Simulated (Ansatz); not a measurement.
**Nudged elastic band, with input and output: BNH4OF2 (part 2 of 2)**

BNH4OF2; RHF/def2-SVP (Ansatz 0.2.0). It belongs to a series of runs on one base structure; here: band between the two ends.

Geometry of the input (Å):
```
B  0.1175  -0.4595  0.1511
N  0.0567  -0.0764  1.5272
H  -0.7644  -0.2581  2.0709
H  0.8942  -0.1624  2.0707
F  1.3144  -0.6049  -0.3891
O  -0.9507  -0.6514  -0.6370
H  -1.7972  -0.4686  -0.2642
F  -0.7051  2.6136  1.0876
H  -0.3198  1.8195  1.3152
```

## Output, continued
```
NEB iter  49: max|band force component| = 1.141e-1 eV/Å  barrier→ = 1.1504 eV  barrier← = 2.0875 eV  CI = image 2  Δτ_max = 0.1199 Å  (179 SCF iters)
NEB iter  50: max|band force component| = 1.680e-1 eV/Å  barrier→ = 1.1504 eV  barrier← = 2.0875 eV  CI = image 2  Δτ_max = 0.0608 Å  (178 SCF iters)
NEB iter  51: max|band force component| = 1.530e-1 eV/Å  barrier→ = 1.1504 eV  barrier← = 2.0875 eV  CI = image 2  Δτ_max = 0.0608 Å  (182 SCF iters)
NEB iter  52: max|band force component| = 1.244e-1 eV/Å  barrier→ = 1.1504 eV  barrier← = 2.0875 eV  CI = image 2  Δτ_max = 0.0613 Å  (180 SCF iters)
NEB iter  53: max|band force component| = 1.098e-1 eV/Å  barrier→ = 1.1504 eV  barrier← = 2.0875 eV  CI = image 2  Δτ_max = 0.0609 Å  (181 SCF iters)
NEB iter  54: max|band force component| = 1.225e-1 eV/Å  barrier→ = 1.1504 eV  barrier← = 2.0875 eV  CI = image 2  Δτ_max = 0.0305 Å  (182 SCF iters)
NEB iter  55: max|band force component| = 5.829e-2 eV/Å  barrier→ = 1.1504 eV  barrier← = 2.0875 eV  CI = image 2  Δτ_max = 0.0356 Å  (182 SCF iters)
NEB iter  56: max|band force component| = 4.533e-2 eV/Å  barrier→ = 1.1504 eV  barrier← = 2.0875 eV  CI = image 2  Δτ_max = 0.0223 Å  (183 SCF iters)
NEB iter  57: max|band force component| = 3.376e-2 eV/Å  barrier→ = 1.1504 eV  barrier← = 2.0875 eV  CI = image 2  Δτ_max = 0.0224 Å  (183 SCF iters)
the calculation of the forces begins
reference -9663.59857680 eV, -355.1306974749 hartree; 21, 21 occupied and 69, 69 virtual orbitals, 958 factors
958 factors; integrals over basis functions are off by at most 1.2e-3 eV
mean field evaluation 2752: about -9661.5355 eV, gradient 6.6e-2 eV
mean field -9661.53547897 eV, -355.0548800281 hartree, gradient 6.6e-6 eV, S^2 0.000000; 1 other end points of the search recorded, 0 dependent functions left out
the calculation of the forces begins
reference -9661.53547897 eV, -355.0548800281 hartree; 21, 21 occupied and 69, 69 virtual orbitals, 958 factors
NEB iter  58: max|band force component| = 1.669e-2 eV/Å  barrier→ = 1.1504 eV  barrier← = 2.0875 eV  CI = image 2  Δτ_max = 0.0000 Å  (477 SCF iters)
```

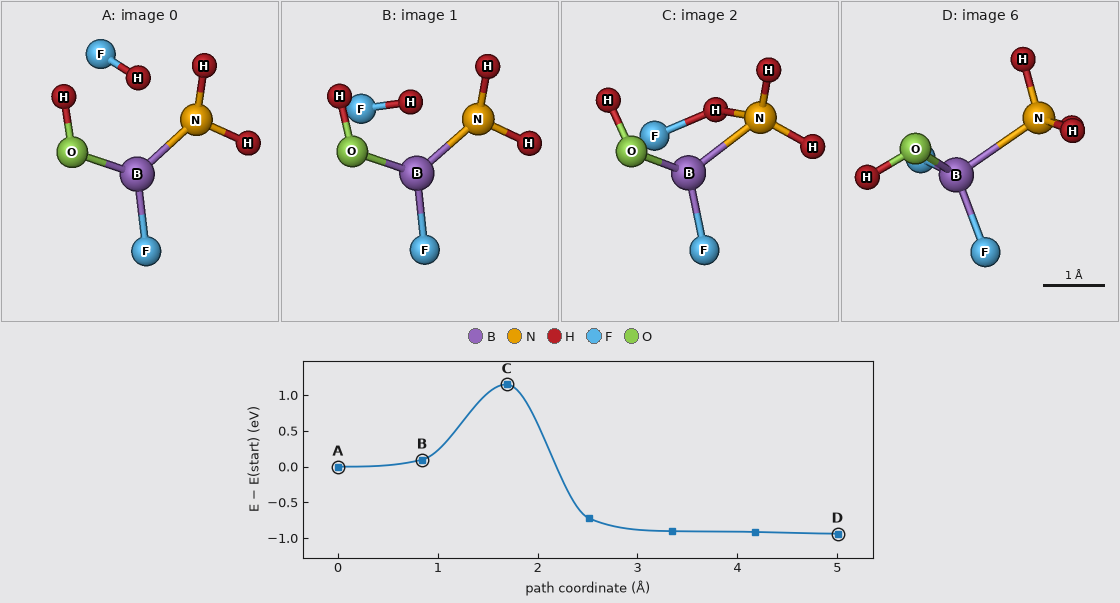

Figure 1. Images of the last band (counted from 0; ball-and-stick, seen at a tilt) above the energy along the path; the line is a cubic interpolation that uses the forces. The highest image is number 2, 1.150 eV above the start and 2.087 eV above the end (the climbing image); the end lies 0.937 eV below the start. The path is 5.00 Å long. The band converged in 58 iterations.

```
Total energy: -9661.53547897 eV, -355.0548800281 hartree
Atom 0 at     0.016411    -0.000152     0.198013 Å, force     0.000000    -0.000001    -0.000001 eV/Å
Atom 1 at    -0.021584     0.086109     1.734697 Å, force    -0.000001    -0.000000    -0.000000 eV/Å
Atom 2 at    -0.735997    -0.440812     2.203633 Å, force     0.000000     0.000000     0.000000 eV/Å
Atom 3 at     0.867646    -0.053854     2.181702 Å, force     0.000000     0.000001    -0.000000 eV/Å
Atom 4 at     1.243669    -0.040816    -0.296019 Å, force    -0.000000    -0.000000    -0.000000 eV/Å
Atom 5 at    -0.991409    -0.570183    -0.501234 Å, force    -0.000000     0.000004     0.000003 eV/Å
Atom 6 at    -1.860699    -0.262227    -0.306940 Å, force    -0.000001    -0.000002    -0.000001 eV/Å
Atom 7 at    -0.393311     1.772573     0.349776 Å, force     0.000000     0.000001    -0.000000 eV/Å
Atom 8 at    -0.279024     1.261062     1.368574 Å, force     0.000001    -0.000001     0.000001 eV/Å
Dipole moment:    -0.341873    -0.315235     0.932702 e Å
this run last wrote the band of iteration 58 to [file]
```

## The last band as extended XYZ (Å, eV, eV/Å)
```
9
Properties=species:S:1:pos:R:3:forces:R:3 image=0 energy=-9662.68587
B     0.1175   -0.4595    0.1511    0.0060  -0.0019  -0.0141
N     0.0567   -0.0764    1.5272   -0.0072  -0.0033   0.0070
H    -0.7644   -0.2581    2.0709    0.0100  -0.0009  -0.0064
H     0.8942   -0.1624    2.0707   -0.0015   0.0021   0.0014
F     1.3144   -0.6049   -0.3891   -0.0209   0.0026   0.0087
O    -0.9507   -0.6514   -0.6370    0.0019  -0.0017   0.0073
H    -1.7972   -0.4686   -0.2642    0.0109   0.0028  -0.0021
F    -0.7051    2.6136    1.0876    0.0047  -0.0133   0.0057
H    -0.3198    1.8195    1.3152   -0.0039   0.0135  -0.0074
9
Properties=species:S:1:pos:R:3:forces:R:3 image=1 energy=-9662.58766
B     0.0809   -0.2998    0.2214    0.0351  -0.1506   0.0145
N     0.0150   -0.1229    1.6454    0.0152  -0.0896  -0.0414
H    -0.7587   -0.4796    2.1706   -0.0117  -0.0075  -0.0112
H     0.8742   -0.1703    2.1590    0.0000  -0.0343  -0.0042
F     1.2752   -0.2264   -0.3352    0.0208  -0.0906  -0.0113
O    -0.9766   -0.5200   -0.5724    0.0164   0.0061  -0.0295
H    -1.8308   -0.3417   -0.2162    0.0217  -0.0613   0.0424
F    -0.5125    2.2790    0.6191   -0.0674   0.2407   0.1139
H    -0.3210    1.6334    1.2406   -0.0303   0.1870  -0.0732
9
Properties=species:S:1:pos:R:3:forces:R:3 image=2 energy=-9661.53548
B     0.0164   -0.0002    0.1980    0.0000   0.0000   0.0000
N    -0.0216    0.0861    1.7347    0.0000   0.0000   0.0000
H    -0.7360   -0.4408    2.2036    0.0000   0.0000   0.0000
H     0.8676   -0.0539    2.1817    0.0000   0.0000   0.0000
F     1.2437   -0.0408   -0.2960    0.0000   0.0000   0.0000
O    -0.9914   -0.5702   -0.5012    0.0000   0.0000   0.0000
H    -1.8607   -0.2622   -0.3069    0.0000   0.0000   0.0000
F    -0.3933    1.7726    0.3498    0.0000   0.0000   0.0000
H    -0.2790    1.2611    1.3686    0.0000   0.0000   0.0000
9
Properties=species:S:1:pos:R:3:forces:R:3 image=3 energy=-9663.40923
B    -0.0404    0.2262    0.0673   -0.0579   0.2335  -0.1225
N    -0.0294    0.1882    1.7782    0.0056   0.0884   0.0439
H    -0.7451   -0.3917    2.1835    0.0208   0.0127  -0.0249
H     0.8654   -0.0558    2.1695    0.0182  -0.0004  -0.0275
F     1.2309   -0.0984   -0.2729   -0.0197  -0.0045  -0.0003
O    -1.0207   -0.6360   -0.3986   -0.0244  -0.0586   0.0980
H    -1.8651   -0.2229   -0.4658   -0.0051   0.0187  -0.1511
F    -0.3253    1.5797   -0.0717    0.0251  -0.1762  -0.4073
H    -0.2248    1.1624    1.9428    0.0375  -0.1135   0.5918
9
Properties=species:S:1:pos:R:3:forces:R:3 image=4 energy=-9663.58760
B    -0.1714    0.2937    0.1418   -0.0205  -0.0028  -0.0041
N     0.0583    0.2286    1.8056   -0.0044   0.0039   0.0084
H    -0.5546   -0.4701    2.1946    0.0124  -0.0089   0.0032
H     1.0125   -0.0039    2.0293    0.0085   0.0105  -0.0065
F     1.0037   -0.1896   -0.3735   -0.0088  -0.0168  -0.0041
O    -1.3115   -0.4941   -0.0493   -0.0014   0.0255   0.0229
H    -1.7033   -0.3674   -0.8979    0.0118  -0.0155  -0.0367
F    -0.3222    1.6312   -0.1291    0.0052   0.0081  -0.0071
H    -0.1657    1.1232    2.2108   -0.0028  -0.0040   0.0239
9
Properties=species:S:1:pos:R:3:forces:R:3 image=5 energy=-9663.59858
B    -0.2147    0.3143    0.1477    0.0034   0.0009   0.0028
N     0.0635    0.2786    1.8016    0.0010   0.0005  -0.0036
H    -0.7622   -0.0584    2.2702   -0.0099   0.0135   0.0029
H     0.8328   -0.3372    2.0106   -0.0065  -0.0163   0.0006
F     0.9884   -0.0530   -0.4010   -0.0017   0.0092  -0.0004
O    -1.2713   -0.5874   -0.0130    0.0006  -0.0051   0.0003
H    -1.5726   -0.6374   -0.9060    0.0070  -0.0097  -0.0018
F    -0.5005    1.6301   -0.1174   -0.0108   0.0085   0.0011
H     0.2823    1.2021    2.1395    0.0169  -0.0014  -0.0020
9
Properties=species:S:1:pos:R:3:forces:R:3 image=6 energy=-9663.62297
B    -0.2753    0.3696    0.1640    0.0009   0.0029  -0.0061
N     0.0917    0.2599    1.7863    0.0020  -0.0016  -0.0023
H    -0.7588    0.2720    2.3261   -0.0044   0.0039   0.0025
H     0.5764   -0.6044    1.9679   -0.0029  -0.0043   0.0006
F     0.9413    0.2630   -0.4617    0.0050  -0.0025   0.0032
O    -1.1637   -0.6929   -0.0263    0.0019  -0.0062   0.0051
H    -1.4438   -0.7777   -0.9234   -0.0017   0.0028  -0.0064
F    -0.7966    1.6315    0.0274   -0.0091   0.0010   0.0033
H     0.6743    1.0306    2.0719    0.0083   0.0041   0.0002
```

## Key numbers

- outcome: converged
- barrier, forward: 1.150 eV
- barrier, backward: 2.087 eV
- hardware: 1 thread of Arm Neoverse V2, 24 GiB of memory available, shared host
- wall time: 5.9 min
- peak memory: 0.16 GiB

## Remarks

The order of the saddle point was not checked.
